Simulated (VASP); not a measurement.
# Co: surface energy and work function by face, part 5 of 5

Aim: compare the low-index faces of Co at one level of theory.

VASP 6.6.1; PBEsol, spin-polarised from a ferromagnetic start; plane waves and PAW (Co).

Still holding for the runs below: The magnetic state follows from one typed start and may not be the lowest.

So far. Step 5 (Vacuum level and density of states, 8 atoms, face …): The vacuum level lies 5.10 eV above the Fermi level at the upper face; both faces agree, as the slab has next to no dipole. Step 6 (Relaxing the slab, 12 atoms, face Co(10-10)): The run ended after 10 ionic steps, 0.046 eV below its first step, once the forces on the free atoms met EDIFFG = -0.03.

### 7. Potential and states of the slab, 12 atoms, face Co(10-10)

Contents of INCAR:

```
SYSTEM = Co
PREC = Normal
ENCUT = 320
EDIFF = 1E-06
NELM = 120
ISMEAR = 1
SIGMA = 0.15
LREAL = .FALSE.
ALGO = Fast
GGA = PS
NBANDS = 86
ISPIN = 2
MAGMOM = 2 2 2 2 2 2 2 2 2 2 2 2
LASPH = .TRUE.
LMAXMIX = 4
LORBIT = 11
LWAVE = .FALSE.
LCHARG = .TRUE.
KPAR = 4
IDIPOL = 3
LDIPOL = .TRUE.
DIPOL = 0.5 0.5 0.5
LVHAR = .TRUE.
LVACPOTAV = .TRUE.
NEDOS = 1500
```

Contents of POSCAR:

```
Co
1.0
    2.4531912211      0.0000000000      0.0000000000
    0.0000000000      3.9611132850      0.0000000000
    0.0000000000      0.0000000000     26.3308048950
Co
12
Direct
    0.0000000000      0.0000000000      0.2876167739
    0.5000000000      0.0000000000      0.3654150150
    0.5000000000      0.5000000000      0.3109534666
    0.0000000000      0.0000000000      0.4463649470
    0.0000000000      0.5000000000      0.3918255862
    0.5000000000      0.0000000000      0.5270888644
    0.5000000000      0.5000000000      0.4729111356
    0.0000000000      0.0000000000      0.6081744138
    0.0000000000      0.5000000000      0.5536350530
    0.5000000000      0.0000000000      0.6890465334
    0.5000000000      0.5000000000      0.6345849850
    0.0000000000      0.5000000000      0.7123832261
```

Contents of KPOINTS:

```
Automatic mesh
0
Gamma
12 8 1
0 0 0
```

The projector-augmented-wave data sets are Co (PBE family, release 64).

Run with:

```sh
> mpirun -np 4 vasp_std
```

The log of the run:

```text
[... set-up lines as in an earlier step ...]
 entering main loop
       N       E                     dE             d eps       ncg     rms          rms(c)
DAV:   1     0.726505474559E+03    0.72651E+03   -0.35506E+04 12128   0.103E+03
DAV:   2    -0.343712523718E+02   -0.76088E+03   -0.70077E+03 12040   0.275E+02
DAV:   3    -0.102413530873E+03   -0.68042E+02   -0.60835E+02 12706   0.113E+02
DAV:   4    -0.104007990111E+03   -0.15945E+01   -0.15873E+01 13224   0.203E+01
DAV:   5    -0.104053447708E+03   -0.45458E-01   -0.45455E-01 18190   0.220E+00    0.397E+01
RMM:   6    -0.136159993529E+03   -0.32107E+02   -0.12441E+02 13711   0.632E+01    0.693E+01
RMM:   7    -0.137181267290E+03   -0.10213E+01   -0.30543E+01 13963   0.276E+01    0.736E+01
RMM:   8    -0.105972784666E+03    0.31208E+02   -0.25982E+01 13284   0.280E+01    0.596E+01
RMM:   9    -0.897971246400E+02    0.16176E+02   -0.21833E+01 13470   0.260E+01    0.345E+01
RMM:  10    -0.946846971133E+02   -0.48876E+01   -0.10798E+01 13341   0.174E+01    0.477E+01
RMM:  11    -0.827308507149E+02    0.11954E+02   -0.52506E+00 13018   0.134E+01    0.146E+01
RMM:  12    -0.858543310931E+02   -0.31235E+01   -0.16386E+00 13073   0.576E+00    0.151E+01
RMM:  13    -0.861956192494E+02   -0.34129E+00   -0.11855E+00 13269   0.583E+00    0.120E+01
RMM:  14    -0.877073745148E+02   -0.15118E+01   -0.79251E-01 13751   0.409E+00    0.124E+01
RMM:  15    -0.890685487565E+02   -0.13612E+01   -0.17622E+00 14838   0.478E+00    0.121E+01
RMM:  16    -0.890947085381E+02   -0.26160E-01   -0.77447E-01 14188   0.406E+00    0.665E+00
RMM:  17    -0.893347575318E+02   -0.24005E+00   -0.32675E-01 13824   0.239E+00    0.477E+00
RMM:  18    -0.893459597948E+02   -0.11202E-01   -0.78648E-02 13833   0.109E+00    0.324E+00
RMM:  19    -0.893264114961E+02    0.19548E-01   -0.17745E-02 13865   0.533E-01    0.230E+00
RMM:  20    -0.893954198356E+02   -0.69008E-01   -0.11840E-02 14280   0.368E-01    0.183E+00
RMM:  21    -0.894645245960E+02   -0.69105E-01   -0.15265E-02 14686   0.349E-01    0.144E+00
RMM:  22    -0.894811961199E+02   -0.16672E-01   -0.27560E-03 14572   0.159E-01    0.125E+00
RMM:  23    -0.895157296140E+02   -0.34533E-01   -0.15208E-02 15590   0.288E-01    0.103E+00
RMM:  24    -0.895292681953E+02   -0.13539E-01   -0.11026E-02 15552   0.283E-01    0.872E-01
RMM:  25    -0.895457833344E+02   -0.16515E-01   -0.46468E-03 14958   0.177E-01    0.534E-01
RMM:  26    -0.895785293343E+02   -0.32746E-01   -0.11566E-03 14284   0.122E-01    0.262E-01
RMM:  27    -0.895979213733E+02   -0.19392E-01   -0.10146E-03 14619   0.100E-01    0.227E-01
RMM:  28    -0.896280484467E+02   -0.30127E-01   -0.13010E-03 15010   0.933E-02    0.930E-02
RMM:  29    -0.896509970019E+02   -0.22949E-01   -0.32587E-04 14351   0.534E-02    0.151E-01
RMM:  30    -0.896734734608E+02   -0.22476E-01   -0.60112E-04 14983   0.565E-02    0.105E-01
RMM:  31    -0.896856241898E+02   -0.12151E-01   -0.24386E-04 14735   0.384E-02    0.749E-02
RMM:  32    -0.896921443790E+02   -0.65202E-02   -0.14337E-04 14781   0.310E-02    0.388E-02
RMM:  33    -0.896963853522E+02   -0.42410E-02   -0.67950E-05 14533   0.203E-02    0.268E-02
RMM:  34    -0.896982418044E+02   -0.18565E-02   -0.30878E-05 13902   0.139E-02    0.197E-02
RMM:  35    -0.896991227257E+02   -0.88092E-03   -0.93241E-06 12074   0.930E-03    0.980E-03
RMM:  36    -0.896995818992E+02   -0.45917E-03   -0.43812E-06 10963   0.524E-03    0.107E-02
RMM:  37    -0.896997035815E+02   -0.12168E-03   -0.15373E-06 10144   0.479E-03    0.746E-03
RMM:  38    -0.896997812829E+02   -0.77701E-04   -0.15208E-06 10126   0.452E-03    0.398E-03
RMM:  39    -0.896998080091E+02   -0.26726E-04   -0.71796E-07  9615   0.356E-03    0.260E-03
RMM:  40    -0.896998146796E+02   -0.66705E-05   -0.21830E-07  9063   0.205E-03    0.164E-03
RMM:  41    -0.896998168486E+02   -0.21690E-05   -0.97579E-08  8791   0.142E-03    0.114E-03
RMM:  42    -0.896998176151E+02   -0.76651E-06   -0.49875E-08  8395   0.106E-03
 [... a notice as in an earlier step ...]

   1 F= -.89699818E+02 E0= -.89700972E+02  d E =0.346190E-02  mag=    19.3887
```

Run time: 2.7 min. Hardware: 4 MPI ranks of Intel Xeon 6975P-C (Granite Rapids), shared host; peak memory 2.1 GiB.

OUTCAR, selected parts (step 7):

```text
   NELECT =     108.0000    total number of electrons

 E-fermi :   2.8052

 spin component 1
 k-point     1 :       0.0000    0.0000    0.0000
  band No.  band energies     occupation
    ...
     62       2.2517      1.00000
     63       2.3213      1.00002
     64       2.3807      1.00023
     65       2.3807      1.00023
     66       2.6712      1.01020
     67       3.2471     -0.00013
     68       3.7260     -0.00000
     69       4.5925     -0.00000
     70       6.1958      0.00000
     71       6.7869      0.00000
    ...

 k-point     2 :       0.0833    0.0000    0.0000
  band No.  band energies     occupation
    ...
     61       2.1789      1.00000
     62       2.2242      1.00000
     63       2.2841      1.00001
     64       2.3021      1.00001
     65       2.3140      1.00002
     66       3.0399     -0.02469
     67       4.0194     -0.00000
     68       4.0369     -0.00000
     69       5.0585     -0.00000
     70       6.5282      0.00000
    ...

  Total       -2.7506598     -2.6976749     -0.6006385      0.0000000      0.0000000      0.0000000
  in kB      -17.2240258    -16.8922457     -3.7610658      0.0000000      0.0000000      0.0000000
  external PRESSURE =     -12.6257791 kB  Pullay stress =       0.0000000 kB

 POSITION                                       TOTAL-FORCE (eV/Angst)
 -----------------------------------------------------------------------------------
      0.00000      0.00000      7.57318         0.000000      0.000000      0.012938
      1.22660      0.00000      9.62167         0.000000      0.000000      0.009707
      1.22660      1.98056      8.18766         0.000000      0.000000      0.021339
      0.00000      0.00000     11.75315         0.000000      0.000000     -0.005528
      0.00000      1.98056     10.31708         0.000000      0.000000      0.019022
      1.22660      0.00000     13.87867         0.000000      0.000000     -0.013332
      1.22660      1.98056     12.45213         0.000000      0.000000      0.013332
      0.00000      0.00000     16.01372         0.000000      0.000000     -0.019022
      0.00000      1.98056     14.57766         0.000000      0.000000      0.005528
      1.22660      0.00000     18.14315         0.000000      0.000000     -0.021339
      1.22660      1.98056     16.70913         0.000000      0.000000     -0.009707
      0.00000      1.98056     18.75762         0.000000      0.000000     -0.012938
 -----------------------------------------------------------------------------------
    total drift:                                0.000000      0.000000     -0.000000

  FREE ENERGIE OF THE ION-ELECTRON SYSTEM (eV)
  ---------------------------------------------------
  free  energy   TOTEN  =       -89.6998176151 eV

  energy  without entropy=      -89.7032795135  energy(sigma->0) =      -89.70097158

 vacuum level on the upper side and lower side of the slab         7.657         7.657

 magnetization (x)
# of ion       s       p       d       tot
------------------------------------------
    1       -0.006  -0.033   1.792   1.753
    2       -0.016  -0.051   1.671   1.604
    3       -0.015  -0.046   1.688   1.626
    4       -0.015  -0.052   1.628   1.562
    5       -0.013  -0.053   1.663   1.597
    6       -0.015  -0.052   1.636   1.568
    7       -0.015  -0.052   1.636   1.568
    8       -0.013  -0.053   1.663   1.597
    9       -0.015  -0.052   1.628   1.562
   10       -0.015  -0.046   1.688   1.626
   11       -0.016  -0.051   1.671   1.604
   12       -0.006  -0.033   1.792   1.753
--------------------------------------------------
tot         -0.162  -0.573  20.156  19.421

[... 9 parts as in an earlier step ...]

[... 14 further parts left out ...]
```

Numbers from this step:

| Item | Value |
| --- | --- |
| electronic cycles | 42 |
| Fermi energy | 2.805 eV |
| vacuum levels | 7.657, 7.657 eV |
| work functions of the upper and lower face | 4.852, 4.852 eV |

The planar average of the electrostatic potential oscillates, so the rows of the table below give means over windows of 2.14 Å about each position, cut where the curve ends. Its maxima inside the range that stand out by 2 % of the span (Å: eV): 8.9: -3.61, 11.1: -3.50, 13.2: -3.49, 15.2: -3.50, 17.4: -3.61. Its minima: 7.9: -18.1, 10.0: -16.6, 12.1: -16.4, 14.3: -16.4, 16.3: -16.6, 18.4: -18.1.

Zero at the Fermi level. The planar average of the electrostatic potential by height; means over each step:

| height (Å) | planar average of the electrostatic potential (eV) |
| --- | --- |
| 1.07 | 4.86 |
| 3.21 | 4.86 |
| 5.35 | 4.56 |
| 7.49 | -9.18 |
| 9.63 | -10.9 |
| 11.77 | -10.7 |
| 13.91 | -10.7 |
| 16.05 | -10.8 |
| 18.19 | -10.9 |
| 20.33 | 3.26 |
| 22.47 | 4.85 |
| 24.61 | 4.86 |

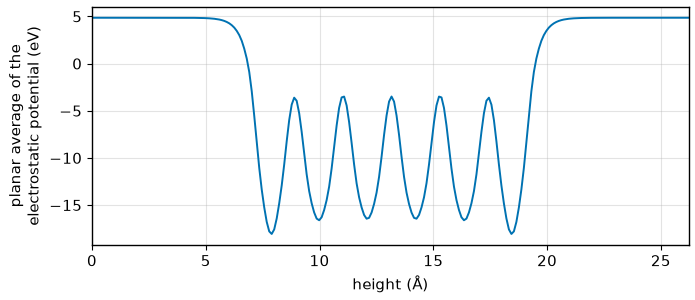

Planar average of the electrostatic potential, plotted against height.

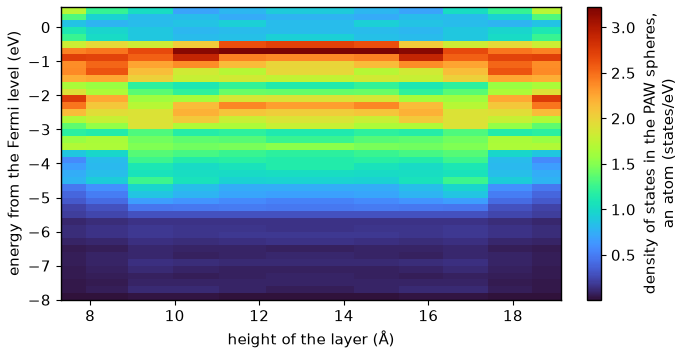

Density of states in the PAW spheres, an atom over height of the layer and energy from the Fermi level.

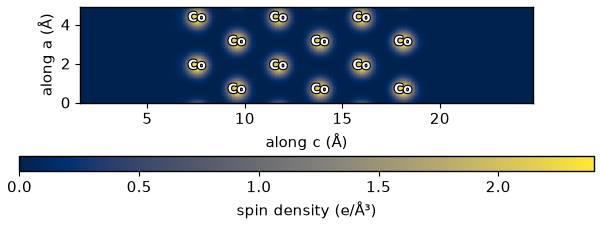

Spin density in the ca plane at fractional y = 0.000, with atoms of Co within 0.2 Å of it. The map starts off the cell's origin, so that atoms lie inside it. The far vacuum is left out of the map.

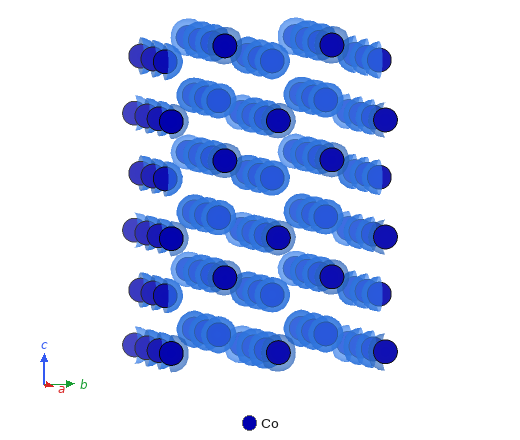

Surface of spin density = 0.51 e/Å³, which holds about 70 % of the integral of its size. 3×2×1 cells are drawn.

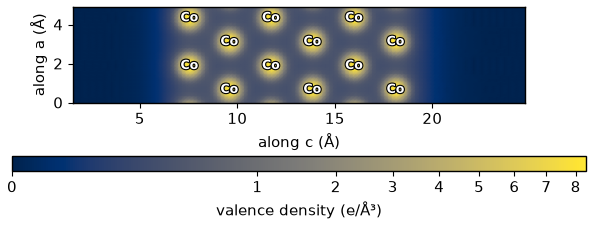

Valence density in the ca plane at fractional y = 0.000, with atoms of Co within 0.2 Å of it. It is the smooth field of the valence electrons, not physical close to the nuclei. The map starts off the cell's origin, so that atoms lie inside it. The colour scale is stretched toward low values. The far vacuum is left out of the map.

The map of layer states is cut here 0.5 eV above the Fermi level, so it leaves out the states above that.

The vacuum level lies 4.85 eV above the Fermi level at the upper face; both faces agree, as the slab has next to no dipole.

The program found no field-free point at its default tolerance, but its printed level agrees with the flat part of the planar average.

On this mesh the fine structure of the density of states is sampling noise, and high empty states may be cut by the number of bands.

### 8. The faces side by side

This step: surfaces of a metal, PBEsol; plane waves and PAW (VASP 6.6.1).

No new run; the numbers come from the runs before.

Symmetric slabs, all atoms free. All faces:

| face | layers | area a surface atom (Å²) | work function (eV) | surface energy as cut (J/m²) | surface energy relaxed (J/m²) | change of the top spacing (%) | moment of the top atom (μB) |
| --- | --- | --- | --- | --- | --- | --- | --- |
| Co(0001) | 8 | 5.212 | 5.1 | 2.552 | 2.513 | -2.66 | 1.698 |
| Co(10-10) | 12 | 9.717 | 4.852 | 2.744 | 2.706 | -13.23 | 1.753 |

Each surface energy is the slab's energy less its number of atoms times the bulk energy of -7.7486 eV, over twice the cell's area.

### 9. Summary of results

```
Co(0001)  : 2.51 J/m², 5.10 eV
Co(10-10) : 2.71 J/m², 4.85 eV
```

The cheapest face is Co(0001) at 2.51 J/m², against 2.71 for Co(10-10). The work functions are 5.10 eV for Co(0001) and 4.85 eV for Co(10-10). The densest face has the highest work function, as the smoothing of the electron density over an open face lowers the surface dipole. The densest face is also the cheapest, since it cuts the fewest bonds an area. The top spacing changes by -2.7 % on Co(0001) and -13.2 % on Co(10-10). The top atom holds 1.70 μB on Co(0001) and 1.75 μB on Co(10-10). Of the two ends of the prism face, the one with the short outer spacing was run. One thickness was run for each face, and bulk and slab meshes don't match, which leaves some hundredths of a J/m². The cells are 1 × 1 and can't reconstruct.

[Lines on the potential files, build, host, timing and source positions are cut from VASP's logs without a mark.]

[Logs are printed without paths, hosts, clocks, repeated set-up lines and the standing remarks that a program may print on its own settings, such as how far it seeks lower states.]

[Hosts, paths, dates, database ids (printed as entryN), source tags and the programs' standing remarks are cut or masked in the printed files.]

[Runs that stopped without an error message from VASP are left out.]
